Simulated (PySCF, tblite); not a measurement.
# C3H7FSi: dynamics, then NMR shifts and electronic excitations on frames, part 2 of 2

tblite 0.8.0 and PySCF 2.14.0. Atoms count from 0. The steps go on from the part before.

### 8 Ultraviolet spectrum: 625 fs, PBE0/def2-SVPD

Job settings and geometry (Å):

```
{"job": {"kind": "uv", "xc": "PBE0", "basis": "def2-SVPD", "nstates": 5, "ntriplets": 0}, "charge": 0, "multiplicity": 1}
C     -2.879400     0.529500     1.252800
C     -1.772700    -0.151100     1.535100
C     -0.633700    -0.421800     0.450800
F     -0.253800    -1.765400     0.676800
Si     0.799700     0.881400     0.094700
H     -3.510800     0.716100     2.158000
H     -3.138800     1.238100     0.501200
H     -1.657000    -0.924000     2.259800
H     -1.222900    -0.456300    -0.521500
H      0.809600     0.885200    -1.338700
H      2.005200     0.292600     0.617800
H      0.309700     2.236100     0.655500
```

Method: TDDFT PBE0/def2-SVPD, vertical, gas phase, core orbitals frozen in the response.

Log:

```text
coarse grid: 10312 points
cycle   1  E = -507.0701754082  dE =  1.203e-01  |g| = 4.444e-01  |ddm| = 3.992e+00
cycle   2  E = -507.0353921989  dE =  3.478e-02  |g| = 6.484e-01  |ddm| = 1.067e+00
cycle   3  E = -507.1099158700  dE = -7.452e-02  |g| = 6.678e-02  |ddm| = 5.591e-01
cycle   4  E = -507.1107538431  dE = -8.380e-04  |g| = 2.838e-02  |ddm| = 1.105e-01
cycle   5  E = -507.1109560955  dE = -2.023e-04  |g| = 8.011e-03  |ddm| = 4.355e-02
cycle   6  E = -507.1109690330  dE = -1.294e-05  |g| = 3.554e-03  |ddm| = 1.318e-02
cycle   7  E = -507.1109723368  dE = -3.304e-06  |g| = 2.781e-04  |ddm| = 4.416e-03
final grid: 94760 points
cycle   8  E = -507.1788628630  dE = -1.790e-05  |g| = 6.167e-03  |ddm| = 5.819e-02
cycle   9  E = -507.1788561955  dE =  6.667e-06  |g| = 8.641e-03  |ddm| = 1.578e-02
cycle  10  E = -507.1788717233  dE = -1.553e-05  |g| = 9.605e-04  |ddm| = 8.183e-03
cycle  11  E = -507.1788719087  dE = -1.854e-07  |g| = 1.619e-04  |ddm| = 1.135e-03
cycle  12  E = -507.1788719134  dE = -4.680e-09  |g| = 8.707e-05  |ddm| = 2.864e-04
cycle  13  E = -507.1788719153  dE = -1.899e-09  |g| = 2.353e-05  |ddm| = 1.317e-04
cycle  14  E = -507.1788719155  dE = -1.480e-10  |g| = 3.234e-06  |ddm| = 3.667e-05
converged SCF energy = -507.1788719155

Static polarisability (au): isotropic 68.479, principal 56.652 64.594 84.190

Singlet excitations
state   eV       nm        f      main configurations
  1   6.3264    196.0   0.17612   H->L 0.89
  2   6.5588    189.0   0.01110   H-1->L 0.90
  3   6.6378    186.8   0.00850   H->L+1 0.94
  4   6.7728    183.1   0.00140   H->L+2 0.91
  5   7.3442    168.8   0.06069   H->L+3 0.72, H->L+4 0.16
```

Run time: 35 s. Hardware: 1 thread of Intel Xeon at 2.50GHz, shared host; peak memory 0.71 GiB.

In short: HOMO -7.54 eV, LUMO -0.49 eV; lowest singlet 6.33 eV.

### 9 Shielding tensors: 800 fs, PBE0/pcSseg-1

Job settings and geometry (Å):

```
{"job": {"kind": "nmr", "xc": "PBE0", "basis": "pcSseg-1", "pop": false}, "charge": 0, "multiplicity": 1}
C     -2.487000     1.042500     0.704500
C     -1.679400     0.001300     0.971500
C     -0.589800    -0.427900     0.067200
F     -0.075000    -1.639300     0.570300
Si     0.841200     0.903800     0.267200
H     -3.457300     0.980300     1.154100
H     -2.361200     1.464000    -0.297900
H     -1.923700    -0.517600     1.932700
H     -0.754300    -0.606900    -1.039600
H      2.000100     0.196800    -0.309500
H      0.694800     0.991200     1.665700
H      0.803700     2.127500    -0.349800
```

Level: GIAO PBE0/pcSseg-1 NMR shielding, non-relativistic, gas phase.

Log:

```text
coarse grid: 10312 points
cycle   1  E = -507.2987471711  dE =  3.226e-01  |g| = 4.964e-01  |ddm| = 2.957e+00
cycle   2  E = -507.2602209858  dE =  3.853e-02  |g| = 7.105e-01  |ddm| = 9.170e-01
cycle   3  E = -507.3450717233  dE = -8.485e-02  |g| = 7.729e-02  |ddm| = 5.638e-01
cycle   4  E = -507.3461899563  dE = -1.118e-03  |g| = 3.584e-02  |ddm| = 9.186e-02
cycle   5  E = -507.3464939832  dE = -3.040e-04  |g| = 1.132e-02  |ddm| = 3.447e-02
cycle   6  E = -507.3465211121  dE = -2.713e-05  |g| = 3.266e-03  |ddm| = 1.153e-02
cycle   7  E = -507.3465238687  dE = -2.757e-06  |g| = 1.720e-04  |ddm| = 3.132e-03
final grid: 94760 points
cycle   8  E = -507.3815751645  dE = -1.938e-05  |g| = 6.425e-03  |ddm| = 1.903e-02
cycle   9  E = -507.3815680165  dE =  7.148e-06  |g| = 9.062e-03  |ddm| = 1.232e-02
cycle  10  E = -507.3815845778  dE = -1.656e-05  |g| = 9.856e-04  |ddm| = 6.735e-03
cycle  11  E = -507.3815847591  dE = -1.814e-07  |g| = 2.384e-04  |ddm| = 8.885e-04
cycle  12  E = -507.3815847697  dE = -1.058e-08  |g| = 1.250e-04  |ddm| = 2.760e-04
cycle  13  E = -507.3815847734  dE = -3.710e-09  |g| = 2.021e-05  |ddm| = 1.133e-04
cycle  14  E = -507.3815847735  dE = -9.379e-11  |g| = 3.032e-06  |ddm| = 2.498e-05
converged SCF energy = -507.3815847735

GIAO shielding tensors (ppm)
atom      isotropic    diamagn.    paramagn.     s11        s22        s33       span
  0 C       67.552     256.376    -188.824    -57.995     87.172    173.480    231.475
  1 C       12.973     255.350    -242.377   -128.772     36.013    131.679    260.451
  2 C       91.212     247.800    -156.588     40.983     70.129    162.523    121.541
  3 F      410.659     475.166     -64.506    339.802    413.488    478.688    138.886
  4 Si     415.079     881.019    -465.940    370.845    401.768    472.624    101.779
  5 H       26.087      27.830      -1.742     22.209     25.804     30.249      8.039
  6 H       26.374      31.258      -4.884     22.199     25.729     31.194      8.996
  7 H       23.475      29.440      -5.965     20.218     23.606     26.601      6.383
  8 H       24.674      29.534      -4.860     20.951     25.263     27.807      6.857
  9 H       27.450      29.495      -2.045     24.141     25.574     32.635      8.495
 10 H       28.549      30.867      -2.319     25.097     28.162     32.387      7.290
 11 H       28.884      31.316      -2.433     25.810     26.881     33.960      8.149
```

It took 22 s on 1 thread of Intel Xeon at 2.50GHz, shared host; peak memory 0.62 GiB.

This run: δ C1 174.0, C0 119.4, C2 95.7, F3 -239.7, H7 8.24, H8 7.04 ppm.

### 10 Ultraviolet spectrum: 800 fs, PBE0/def2-SVPD

Settings changed since step 9:

```diff
@@ -1,2 +1,2 @@
-{"job": {"kind": "nmr", "xc": "PBE0", "basis": "pcSseg-1", "pop": false}, "charge": 0, "multiplicity": 1}
+{"job": {"kind": "uv", "xc": "PBE0", "basis": "def2-SVPD", "nstates": 5, "ntriplets": 0}, "charge": 0, "multiplicity": 1}
 C     -2.487000     1.042500     0.704500
```

With the program's defaults for keys left out, this is: TDDFT PBE0/def2-SVPD, vertical, gas phase, core orbitals frozen in the response.

Log:

```text
coarse grid: 10312 points
cycle   1  E = -507.0685693773  dE =  2.850e-01  |g| = 4.543e-01  |ddm| = 4.181e+00
cycle   2  E = -507.0310770655  dE =  3.749e-02  |g| = 6.592e-01  |ddm| = 1.148e+00
cycle   3  E = -507.1106347172  dE = -7.956e-02  |g| = 7.430e-02  |ddm| = 6.261e-01
cycle   4  E = -507.1116788041  dE = -1.044e-03  |g| = 3.247e-02  |ddm| = 1.295e-01
cycle   5  E = -507.1119398568  dE = -2.611e-04  |g| = 9.877e-03  |ddm| = 4.753e-02
cycle   6  E = -507.1119602467  dE = -2.039e-05  |g| = 3.529e-03  |ddm| = 1.541e-02
cycle   7  E = -507.1119635581  dE = -3.311e-06  |g| = 1.894e-04  |ddm| = 4.933e-03
final grid: 94760 points
cycle   8  E = -507.1775114441  dE = -1.738e-05  |g| = 6.339e-03  |ddm| = 7.027e-02
cycle   9  E = -507.1775034986  dE =  7.945e-06  |g| = 9.086e-03  |ddm| = 1.734e-02
cycle  10  E = -507.1775208939  dE = -1.740e-05  |g| = 9.411e-04  |ddm| = 9.185e-03
cycle  11  E = -507.1775210784  dE = -1.845e-07  |g| = 1.763e-04  |ddm| = 1.192e-03
cycle  12  E = -507.1775210837  dE = -5.298e-09  |g| = 1.110e-04  |ddm| = 3.447e-04
cycle  13  E = -507.1775210868  dE = -3.109e-09  |g| = 1.870e-05  |ddm| = 1.441e-04
cycle  14  E = -507.1775210869  dE = -9.823e-11  |g| = 3.177e-06  |ddm| = 4.022e-05
converged SCF energy = -507.1775210869

Static polarisability (au): isotropic 66.552, principal 55.199 65.004 79.454

Singlet excitations
state   eV       nm        f      main configurations
  1   5.7298    216.4   0.15564   H->L 0.84, H->L+1 0.09
  2   6.0517    204.9   0.03417   H->L+1 0.86, H->L 0.08
  3   6.4844    191.2   0.04336   H->L+2 0.93
  4   7.0415    176.1   0.04854   H->L+3 0.86, H->L+4 0.09
  5   7.3640    168.4   0.00091   H->L+4 0.87
```

It took 35 s on 1 thread of Intel Xeon at 2.50GHz, shared host; peak memory 0.71 GiB.

Key values: HOMO -7.11 eV, LUMO -0.61 eV; lowest singlet 5.73 eV.

### 11 Shielding tensors: 1000 fs, PBE0/pcSseg-1

Job settings and geometry (Å):

```
{"job": {"kind": "nmr", "xc": "PBE0", "basis": "pcSseg-1", "pop": false}, "charge": 0, "multiplicity": 1}
C     -2.650500     0.148200     1.413100
C     -1.756700    -0.748400     1.093200
C     -0.455700    -0.531400     0.358800
F      0.287400    -1.690800     0.447500
Si     0.891300     0.491800     1.043300
H     -3.532400    -0.084700     2.074100
H     -2.575400     1.221200     1.382600
H     -1.941800    -1.770600     1.347200
H     -0.744400    -0.358100    -0.744900
H      0.597600     0.506400     2.494100
H      0.816500     1.929200     0.501100
H      2.191600     0.023000     0.936700
```

With the program's defaults for keys left out, this is: GIAO PBE0/pcSseg-1 NMR shielding, non-relativistic, gas phase.

Log:

```text
coarse grid: 10312 points
cycle   1  E = -507.3122882935  dE =  4.199e-01  |g| = 4.655e-01  |ddm| = 2.991e+00
cycle   2  E = -507.2898592975  dE =  2.243e-02  |g| = 6.173e-01  |ddm| = 7.660e-01
cycle   3  E = -507.3523452396  dE = -6.249e-02  |g| = 6.979e-02  |ddm| = 4.605e-01
cycle   4  E = -507.3531867444  dE = -8.415e-04  |g| = 2.824e-02  |ddm| = 7.471e-02
cycle   5  E = -507.3533754430  dE = -1.887e-04  |g| = 6.993e-03  |ddm| = 2.736e-02
cycle   6  E = -507.3533843359  dE = -8.893e-06  |g| = 3.277e-03  |ddm| = 7.711e-03
cycle   7  E = -507.3533869972  dE = -2.661e-06  |g| = 2.250e-04  |ddm| = 2.612e-03
final grid: 94760 points
cycle   8  E = -507.3901827322  dE = -2.299e-05  |g| = 6.036e-03  |ddm| = 2.056e-02
cycle   9  E = -507.3901776149  dE =  5.117e-06  |g| = 8.152e-03  |ddm| = 1.130e-02
cycle  10  E = -507.3901911198  dE = -1.350e-05  |g| = 9.420e-04  |ddm| = 6.175e-03
cycle  11  E = -507.3901912772  dE = -1.574e-07  |g| = 2.038e-04  |ddm| = 8.082e-04
cycle  12  E = -507.3901912847  dE = -7.510e-09  |g| = 8.408e-05  |ddm| = 1.963e-04
cycle  13  E = -507.3901912864  dE = -1.623e-09  |g| = 2.051e-05  |ddm| = 8.162e-05
cycle  14  E = -507.3901912865  dE = -9.982e-11  |g| = 2.271e-06  |ddm| = 2.213e-05
converged SCF energy = -507.3901912865

GIAO shielding tensors (ppm)
atom      isotropic    diamagn.    paramagn.     s11        s22        s33       span
  0 C       71.061     252.005    -180.944    -28.631     67.707    174.107    202.738
  1 C       38.663     252.821    -214.158    -69.835     52.463    133.359    203.194
  2 C       99.555     249.604    -150.049     69.739     75.834    153.093     83.354
  3 F      406.588     475.679     -69.091    333.757    417.876    468.132    134.375
  4 Si     421.811     880.086    -458.275    359.084    430.776    475.573    116.489
  5 H       25.719      25.158       0.561     24.154     24.487     28.517      4.363
  6 H       26.611      31.407      -4.796     24.462     25.870     29.502      5.040
  7 H       25.170      29.640      -4.470     22.966     24.584     27.958      4.992
  8 H       25.083      29.786      -4.703     22.032     25.326     27.890      5.858
  9 H       27.548      29.132      -1.584     24.534     26.977     31.134      6.600
 10 H       26.763      28.253      -1.491     23.775     24.910     31.602      7.827
 11 H       28.447      30.369      -1.922     24.763     26.864     33.715      8.951
```

It took 24 s on 1 thread of Intel Xeon at 2.50GHz, shared host; peak memory 0.62 GiB.

In short: δ C1 148.3, C0 115.9, C2 87.4, F3 -235.6, H8 6.63, H7 6.55 ppm.

### 12 Excited states and response: 1000 fs, PBE0/def2-SVPD

Settings changed since step 11:

```diff
@@ -1,2 +1,2 @@
-{"job": {"kind": "nmr", "xc": "PBE0", "basis": "pcSseg-1", "pop": false}, "charge": 0, "multiplicity": 1}
+{"job": {"kind": "uv", "xc": "PBE0", "basis": "def2-SVPD", "nstates": 5, "ntriplets": 0}, "charge": 0, "multiplicity": 1}
 C     -2.650500     0.148200     1.413100
```

Level: TDDFT PBE0/def2-SVPD, vertical, gas phase, core orbitals frozen in the response.

Log:

```text
coarse grid: 10312 points
cycle   1  E = -507.0794766882  dE =  3.838e-01  |g| = 4.240e-01  |ddm| = 4.285e+00
cycle   2  E = -507.0578529098  dE =  2.162e-02  |g| = 5.661e-01  |ddm| = 1.035e+00
cycle   3  E = -507.1156587454  dE = -5.781e-02  |g| = 6.821e-02  |ddm| = 5.333e-01
cycle   4  E = -507.1164701492  dE = -8.114e-04  |g| = 2.733e-02  |ddm| = 1.154e-01
cycle   5  E = -507.1166573676  dE = -1.872e-04  |g| = 5.509e-03  |ddm| = 4.466e-02
cycle   6  E = -507.1166623331  dE = -4.966e-06  |g| = 3.102e-03  |ddm| = 1.121e-02
final grid: 94760 points
cycle   7  E = -507.1841083286  dE = -1.507e-05  |g| = 7.091e-03  |ddm| = 8.591e-02
cycle   8  E = -507.1840882961  dE =  2.003e-05  |g| = 1.147e-02  |ddm| = 2.256e-02
cycle   9  E = -507.1841211132  dE = -3.282e-05  |g| = 9.013e-04  |ddm| = 1.403e-02
cycle  10  E = -507.1841213202  dE = -2.070e-07  |g| = 1.537e-04  |ddm| = 1.264e-03
cycle  11  E = -507.1841213259  dE = -5.718e-09  |g| = 6.273e-05  |ddm| = 3.562e-04
cycle  12  E = -507.1841213267  dE = -7.345e-10  |g| = 2.256e-05  |ddm| = 8.966e-05
converged SCF energy = -507.1841213267

Static polarisability (au): isotropic 65.282, principal 55.348 62.708 77.791

Singlet excitations
state   eV       nm        f      main configurations
  1   6.6804    185.6   0.06910   H->L 0.49, H->L+1 0.43
  2   6.7865    182.7   0.15620   H->L+1 0.50, H->L 0.37
  3   7.2210    171.7   0.01032   H->L+2 0.83
  4   7.4677    166.0   0.03788   H-1->L 0.42, H-2->L 0.29, H-3->L 0.14
  5   7.7457    160.1   0.00863   H->L+4 0.40, H->L+3 0.30, H-1->L+1 0.11
```

Run time: 33 s. Hardware: 1 thread of Intel Xeon at 2.50GHz, shared host; peak memory 0.71 GiB.

Key values: HOMO -7.69 eV, LUMO -0.24 eV; lowest singlet 6.68 eV.

### 13 Side by side: NMR shifts

Shifts (ppm) of some atoms, chosen among heavy atoms and hydrogens apart, with basis size and wall time:

```tsv
frame	C1	C0	C2	H11	H6	F3	Si4	functions	time
250 fs	164.1	118.7	86.4	4.78	4.28	-265.3	-66.6	127	20 s
425 fs	166.6	125.7	96.0	4.50	6.59	-240.7	-63.7	127	20 s
625 fs	164.5	118.3	101.7	5.10	5.77	-226.3	-61.0	127	24 s
800 fs	174.0	119.4	95.7	2.83	5.34	-239.7	-65.9	127	22 s
1000 fs	148.3	115.9	87.4	3.27	5.11	-235.6	-72.7	127	24 s
```

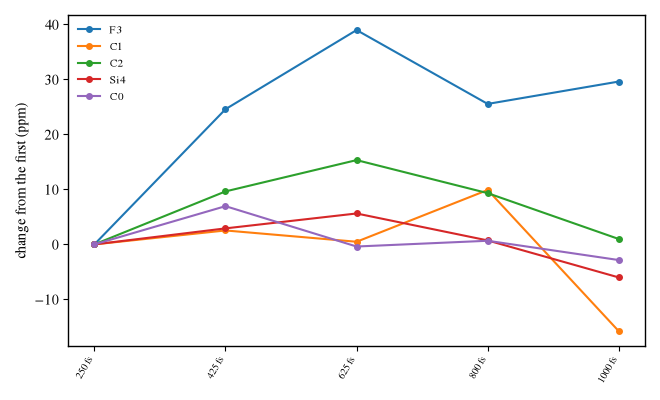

How five of the tabulated atoms move from run to run.

### 14 Side by side: electronic excitations

Excitations and ground-state properties, with basis size and wall time:

```tsv
frame	lowest singlet (eV)	brightest (eV)	f	gap (eV)	α (Å³)	μ (D)	functions	time
250 fs	6.37	6.37	0.226	6.99	9.92	1.62	163	27 s
425 fs	5.87	6.35	0.110	6.65	9.88	1.12	163	33 s
625 fs	6.33	6.33	0.176	7.04	10.15	1.92	163	35 s
800 fs	5.73	5.73	0.156	6.50	9.86	1.64	163	35 s
1000 fs	6.68	6.79	0.156	7.44	9.67	1.04	163	33 s
```

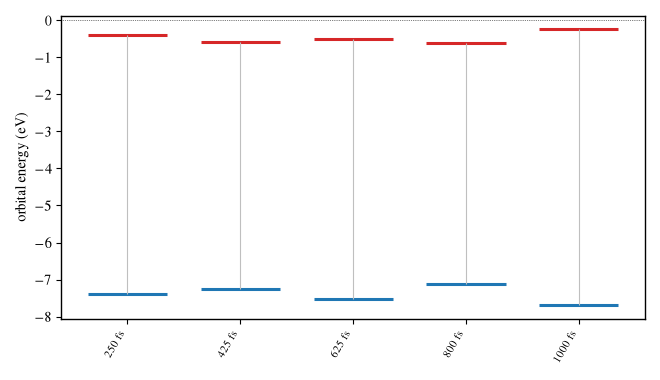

HOMO (blue) and LUMO (red) run by run.

### 15 What came out

This closing draws on all 2 parts.

```
                                        quantity                                         value
                                      thermostat                                         600 K
                   mean temperature, second half                                         606 K
         mean potential energy above the minimum                                       0.80 eV
  13C shifts against TMS (PBE0/pcSseg-1, 250 fs)                        164.1, 118.7, 86.4 ppm
   1H shifts against TMS (PBE0/pcSseg-1, 250 fs)  6.06, 5.50, 5.50, 5.10, 4.78, 4.51, 4.28 ppm
19F shifts against CFCl3 (PBE0/pcSseg-1, 250 fs)                                    -265.3 ppm
 29Si shifts against TMS (PBE0/pcSseg-1, 250 fs)                                     -66.6 ppm
         lowest singlet (PBE0/def2-SVPD, 250 fs)                   6.37 eV (195 nm), f = 0.226
                        range of the shift of F3                          -265.3 to -226.3 ppm
                     range of the lowest singlet                               5.73 to 6.68 eV
```

What this shows: In the second half the potential energy averages 0.80 eV above the minimum; equipartition over 30 harmonic modes at 600 K would give 0.78 eV. With 12 atoms the temperature swings widely (345 to 882 K). Shifts at one fixed geometry are not the observed spectrum, which averages over the motion. In the first frame run (250 fs): The lowest singlet, at 6.37 eV, is HOMO→LUMO 0.84 and is bright. Across the 5 runs the shift of F3 moves most, between -265.3 (250 fs) and -226.3 ppm (625 fs). The lowest singlet runs from 5.73 eV (800 fs) to 6.68 eV (1000 fs), while the orbital gap spans 6.50 to 7.44 eV. The lowest state need not be the same one in every run.
